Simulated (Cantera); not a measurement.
Input: 1 mol AlN, 10 mol O₂, 15 mol H₂, at 0.0133 bar.

Method: chemical equilibrium by Gibbs-energy minimisation in Cantera with the NASA 1993 tables (ideal gas, pure condensed phases). Candidate condensed phases: Al, AlN, Al₂O₃, H₂O; 35 gas species. Gases not in the tables: Al(OH)₃. The numbers say what is thermodynamically allowed, not how fast it happens.

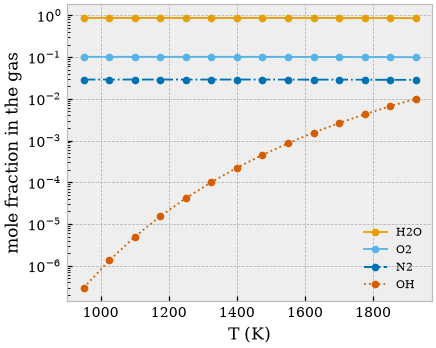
Figure. Equilibrium gas composition (values under 1e-9 drawn at 1e-9)

### Question
Read off the mole fractions at 1850 K.

### Answer
H₂O about 0.86, O₂ about 0.100, N₂ about 0.029, OH about 0.0066.
